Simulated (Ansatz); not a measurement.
AlHgSe2 (space group P-3m1, No. 164): the input geometry of an electronic-structure calculation (not necessarily at equilibrium); the starting structure was generated, so it need not be a known form of this composition.

```xyz
4
Lattice="3.7777 0.0000 0.0000 -1.8888 3.2716 0.0000 0.0000 0.0000 7.4551" Properties=species:S:1:pos:R:3 pbc="T T T"
Al    0.0000    0.0000    3.7275
Hg    0.0000    0.0000    0.0000
Se    0.0000    2.1810    5.1365
Se    1.8888    1.0905    2.3186
```

Bonds are taken as Al–Se below 2.9 Å and Hg–Se below 3.6 Å. The graph is simplified in the usual way: terminal and isolated atoms are pruned, two-connected atoms become edges.

Derive the underlying net.

The result is a binodal (6,6)-connected, three-periodic net: Se is a 6-connected node; Al and Hg are 6-connected nodes, in the ratio 1:1. It is the nia net, known from NiAs. It is a single net, without interpenetration.

```json
{"node": "Se", "links": "6", "point symbol": "4⁹·6⁶", "coordination sequence": "6 18 42 74 114"}
{"node": "Al and Hg", "links": "6", "point symbol": "4¹²·6³", "coordination sequence": "6 20 42 74 114"}
```

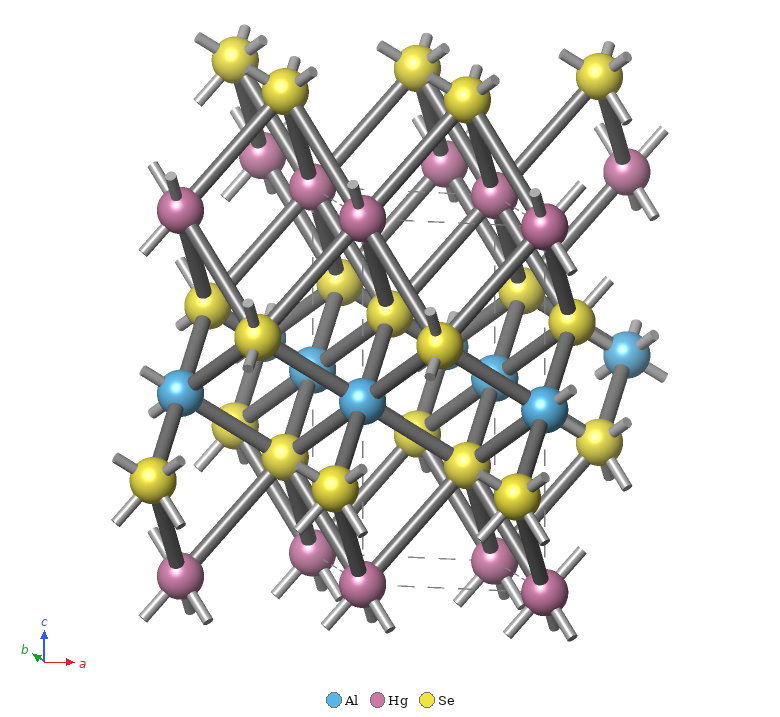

Nodes are coloured by element. Edges to nodes outside the piece are drawn as stubs.
